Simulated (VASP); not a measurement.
Band structure of CuI (space group F-43m). Method: PBE GGA, VASP's PBE PAW potentials (set 64) (plane waves; VASP 6.6.1).

Unless said otherwise, spin-orbit coupling is left out, though it shifts the bands of the heavy elements here.

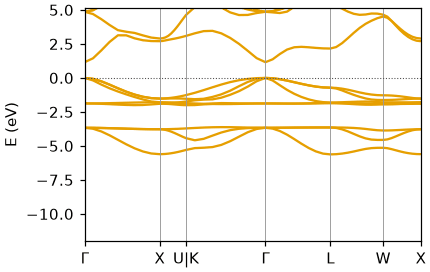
*Bands along high-symmetry lines, zero at the valence-band maximum or, without a gap, the Fermi level*

Question: Read the plot: is there a gap, and where are the band edges?

Answer: The gap is direct, 1.16 eV, from the valence maximum at Γ to the conduction minimum at Γ.

The structure is a typed CuI crystal (F-43m). The cell was not relaxed at this level.
